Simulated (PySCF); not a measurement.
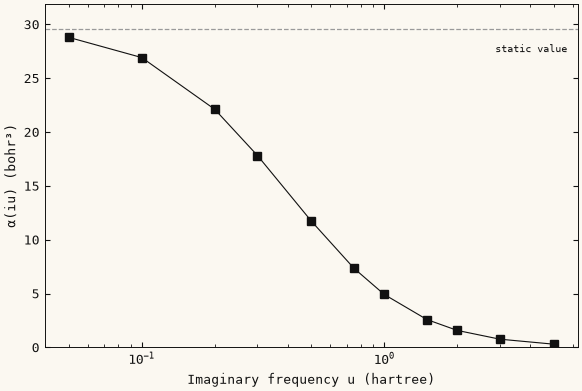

Dipole polarisability at imaginary frequency of Cl⁻ ([Ar]). Coupled response at the MN15 level; PySCF, dyall-av3z, non-relativistic, unrestricted single determinants, no spin-orbit coupling.

What follows from the curve?

Answer. The static dipole polarisability is 29.5 bohr³; α(iu) falls to half of it near u = 0.39 hartree. The Casimir–Polder integral gives C₆ = 255 hartree bohr⁶ for two such species.
